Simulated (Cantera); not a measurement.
Input: 1 mol B, 1.7 mol N2, 11 mol H2, equilibrated at 0.00133 bar.

Method: chemical equilibrium by Gibbs-energy minimisation in Cantera with the NASA 1993 tables (ideal gas, pure condensed phases). Candidate condensed phases: B, BN; 15 gas species. N2 is the only nitrogen source here; it is nearly inert below about 1500 K, so the nitride shown seldom forms there in practice. The tables' values for BH2 are old estimates; treat these amounts as uncertain. Equilibrium is a limit: real reactors are often held back by kinetics, nucleation or transport.

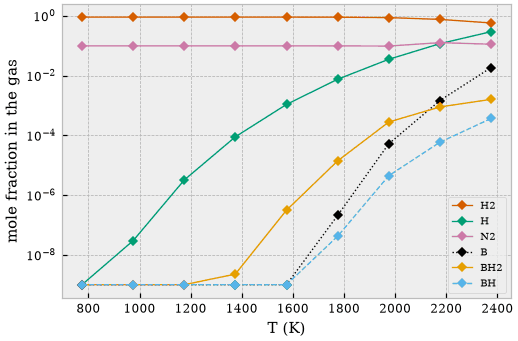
Fig. 1. Equilibrium gas composition (values under 1e-9 drawn at 1e-9)

From 775 K to 1975 K the condensed part is BN(s). At 2175 K the condensed part is B(s). At 2375 K the condensed part is B(l).
